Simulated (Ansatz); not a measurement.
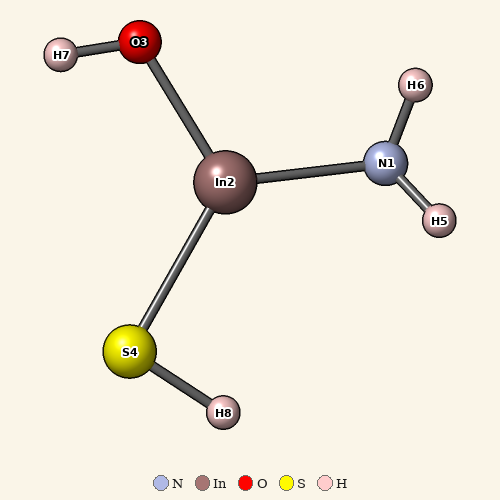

The system is H4InNOS, SMILES [NH2][In]([OH])[SH]; the picture shows the reference structure. Coordinates scanned: (1) dihedral H5–N1–In2–O3; (2) dihedral N1–In2–O3–H7. Nothing is relaxed (all other coordinates rigid). The grid has 12 × 12 points. Points are written as (first, second). Energies are in kJ/mol, from the lowest grid point. Method: Ansatz, RKS SPW92 (LDA)/def2-TZVP.

Its coordinates:

```xyz
8

N    -0.6597    1.4405   -0.5905
In    0.2135   -0.1808    0.1875
O     1.8873    0.2070    1.1599
S    -0.6602   -2.3725    0.2522
H    -1.2341    1.2852   -1.4199
H    -0.0122    2.2123   -0.7629
H     2.2371   -0.5818    1.6098
H    -1.7716   -2.0099   -0.4361
```

Range: dihedral H5–N1–In2–O3 from −180 to 150°; dihedral N1–In2–O3–H7 from −180 to 150°.

> What landscape does the calculation give?

The lowest grid point is at (150°, −180°). Higher local minima lie near (−30°, −180°) (3.1 kJ/mol above the lowest at that grid point); (150°, 0°) (5.9 kJ/mol above the lowest at that grid point); (−30°, 0°) (8.5 kJ/mol above the lowest at that grid point). The highest grid point, (60°, 90°), lies 40.0 kJ/mol above the lowest. On the interpolated surface the easiest way out of the lowest well to the well at about (160°, 0°) passes a barrier of about 13 kJ/mol. Round the minimum the valley is somewhat tilted: raising dihedral H5–N1–In2–O3 shifts the best value of dihedral N1–In2–O3–H7 upwards (coupling k₁₂/√(k₁₁k₂₂) about −0.2).

```tsv
dihedral N1–In2–O3–H7 ↓, dihedral H5–N1–In2–O3 →	−180	−150	−120	−90	−60	−30	0	30	60	90	120	150
150	6.5	17.7	25.3	22.3	12.6	6.2	9.2	18.6	24.1	18.3	7.0	1.5
120	12.8	25.4	34.1	30.8	20.0	13.1	16.7	27.3	33.3	26.4	13.4	7.2
90	16.8	29.8	39.7	37.1	26.1	18.4	21.4	32.7	40.0	33.6	19.7	12.0
60	14.5	25.9	35.7	34.5	24.9	17.4	19.5	29.9	37.7	33.1	20.3	11.7
30	9.3	18.2	26.4	25.8	18.3	12.4	14.3	22.9	29.9	26.6	16.0	8.1
0	7.3	14.8	21.0	19.6	12.8	8.5	11.4	19.5	25.1	21.5	12.2	5.9
−30	10.4	18.8	24.6	21.5	13.3	8.8	12.9	22.3	27.8	22.9	13.0	7.4
−60	15.5	25.9	33.0	29.1	18.6	12.2	16.4	27.6	34.7	29.3	17.6	11.4
−90	17.3	28.9	37.6	34.2	22.4	14.1	17.1	29.0	37.9	33.4	20.8	13.4
−120	13.2	24.4	33.6	31.2	19.8	10.9	12.6	23.6	32.9	29.7	17.8	9.9
−150	6.7	17.1	25.5	23.6	13.6	5.5	6.8	16.4	24.4	21.4	10.8	3.7
−180	3.8	14.0	21.5	19.3	10.0	3.1	5.0	13.9	20.3	16.2	5.9	0.0
```

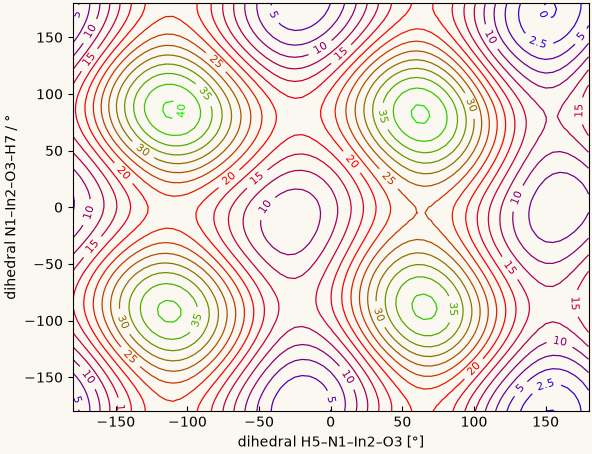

The picture shows contour lines labelled in kJ/mol. Between grid points the surface is interpolated.

Each point was launched as `ansatz run input.yaml --threads 1 --pin off --max-ram 2560MiB --backend cpu --events-out ev --progress --plain --runs-dir out`. The whole map (144 points run) took 8.1 min on 1 thread of Arm Neoverse V2, on a shared host.
